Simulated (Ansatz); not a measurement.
## Electronic structure of BH5O3Si in real space

Input

```
crystal:
  periodic: [false, false, false]
  atoms:
    - {symbol: O, position_ang: [-0.910994, -0.508074, -1.338158]}
    - {symbol: B, position_ang: [0.362294, -0.195710, -0.959682]}
    - {symbol: O, position_ang: [1.376314, -0.262981, -1.872214]}
    - {symbol: O, position_ang: [0.603746, 0.180562, 0.329889]}
    - {symbol: Si, position_ang: [-0.434667, 0.338577, 1.605709]}
    - {symbol: H, position_ang: [-0.969803, -0.758467, -2.262659]}
    - {symbol: H, position_ang: [2.222768, -0.021458, -1.490314]}
    - {symbol: H, position_ang: [-1.472620, 1.358173, 1.313138]}
    - {symbol: H, position_ang: [-1.081120, -0.960103, 1.918867]}
    - {symbol: H, position_ang: [0.387181, 0.778482, 2.758324]}
basis:
  gaussian: {orbitals: def2-TZVPP}
hamiltonian: {xc: pbe0, dispersion: d4}
output: {orbitals: {seedname: orbitals}}
```

Launched as:

```sh
ansatz run in.yaml --threads 4 --pin off --events-out ev --progress --plain --max-ram 10444MiB
```

Geometry: PBE0-D4/def2-TZVP.

Computed with Ansatz 0.2.0, RKS PBE0-D4/def2-TZVPP.

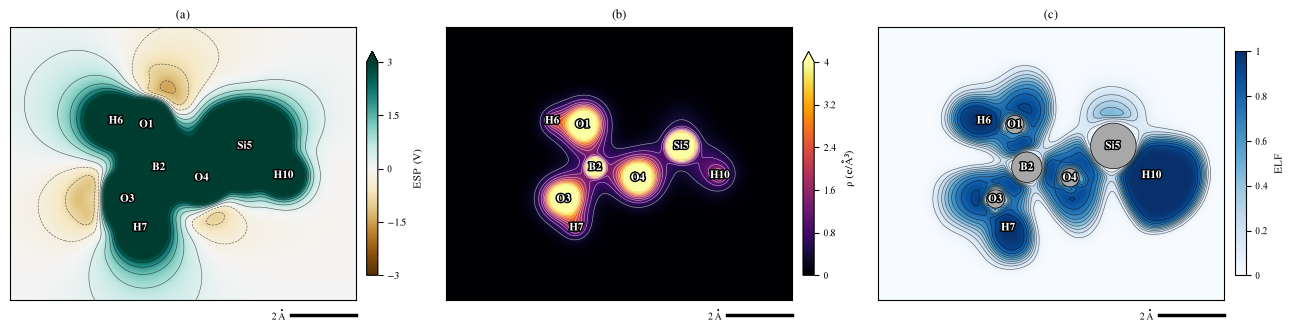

Figure 1. (a) electrostatic potential; (b) electron density; (c) electron localisation function on the plane of atoms O3, B2 and O4. Grey discs cover the atomic cores in the ELF map.

What do the fields say about this system?

Answer.
- The section cuts through O, B, Si and H sites.
- B–O (1.36 Å): ρ is about 2.1 e/Å³ halfway; the ELF peaks at about 0.90 between the atoms; a short, strongly polar bond.
- Si–O (1.65 Å): ρ at the midpoint is about 1.1 e/Å³; the ELF peaks at about 0.85 between the atoms: a polar covalent bond.
- O–H (0.96 Å): the density is about 3.8 e/Å³ at the midpoint; the ELF climbs to about 1 towards the hydrogen, as it does in any bond to H (an ordinary covalent bond to hydrogen).
- Si–H (1.48 Å): ρ is about 0.83 e/Å³ halfway; the ELF climbs to about 1 towards the hydrogen.
- The ELF also peaks beside O3, O4 and O1, away from the bonds: lone-pair regions.
- Outside the dense part of the molecule the potential is most negative (−1.5 V) near O1.

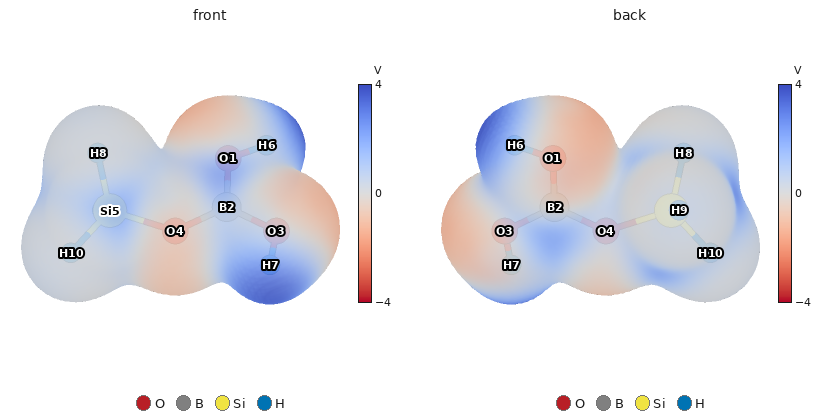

Figure 2. The electrostatic potential painted on the density surface at 0.004 e/bohr³, seen from the front and from behind; the colour scale runs from red (negative) to blue (positive).

Which sites attract a positive test charge, and which a negative one?

Answer. A positive charge is drawn to the negative regions and a negative charge to the positive ones. The most negative region (about −1.3 V) lies over O1, the most positive (about +3.5 V) over H6 and H7. O1 is the likeliest acceptor of a hydrogen bond.

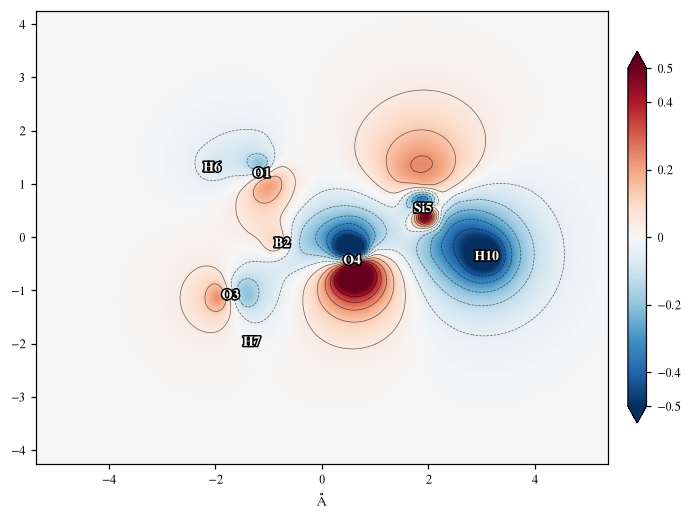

Figure 3. The HOMO−1 on the plane of atoms O4, Si5 and H10 (values in Å⁻³ᐟ²; the overall sign is arbitrary).

Describe this orbital and give its energy.

Answer. By Hirshfeld shares it lies mainly on Si5 (about 30 %), H10 (about 25 %), O4 (about 25 %), H8 (about 10 %) and H9 (about 10 %). Its energy is −9.19 eV.
